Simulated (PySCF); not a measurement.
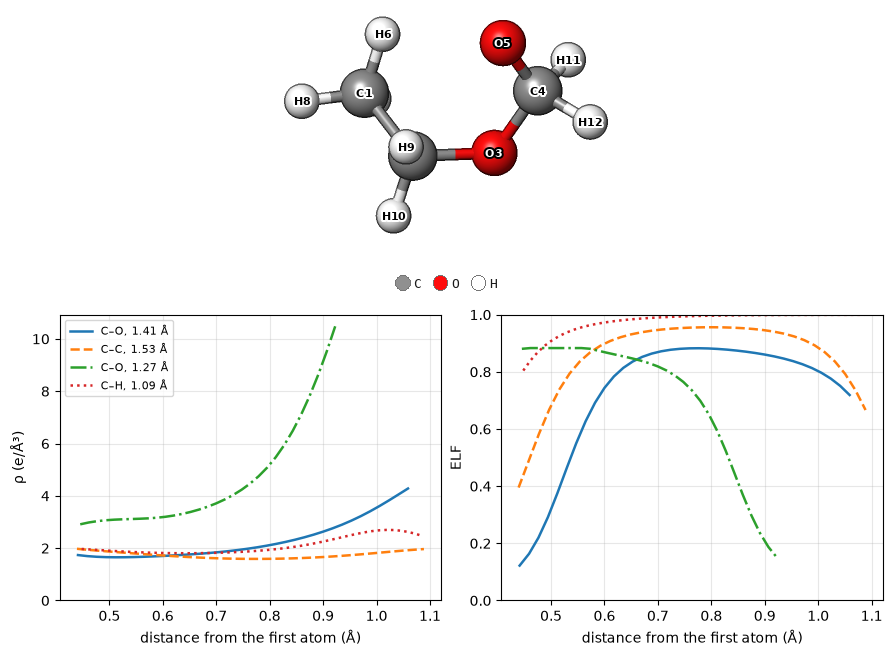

*C3H7O2 (SMILES CCOC[O]) (doublet). Electron density and electron localisation function along straight lines between neighbouring atoms. The curves leave out the atomic cores. The structure is drawn too.*

Geometry: GFN2-xTB.

Computed with UKS B3LYP, pcH-1 on C H O, non-relativistic, mean-field spin-orbit, GIAO (PySCF 2.14.0, density-fitted response routines).

```xyz
12

C    -1.4785    0.1696    0.3019
C    -0.3899   -0.8621    0.0103
O     0.6687   -0.3260   -0.7545
C     1.5765    0.4943   -0.0474
O     1.4143    0.6890    1.1997
H    -1.0791    0.9599    0.9320
H    -1.8402    0.6005   -0.6284
H    -2.3020   -0.3130    0.8200
H     0.0125   -1.2344    0.9617
H    -0.7845   -1.6902   -0.5826
H     1.6167    1.4528   -0.6425
H     2.5867    0.0590   -0.3021
```

Q: Compare the contacts.

A: C–O (1.41 Å): the density is about 1.9 e/Å³ at the midpoint, with its minimum of 1.7 e/Å³ about 0.5 Å from C; the ELF peaks at about 0.90 between the atoms: a shared but strongly polarised pair.
C–C (1.53 Å): ρ at the midpoint is about 1.6 e/Å³; the ELF peaks at about 0.95 between the atoms, as expected for a shared electron pair.
C–O (1.27 Å): the density is about 3.3 e/Å³ at the midpoint; the ELF peaks at about 0.90 between the atoms; a polar covalent bond.
C–H (1.09 Å): ρ at the midpoint is about 1.9 e/Å³; the ELF climbs to about 1 towards the hydrogen, as it does in any bond to H: a covalent bond by its length.
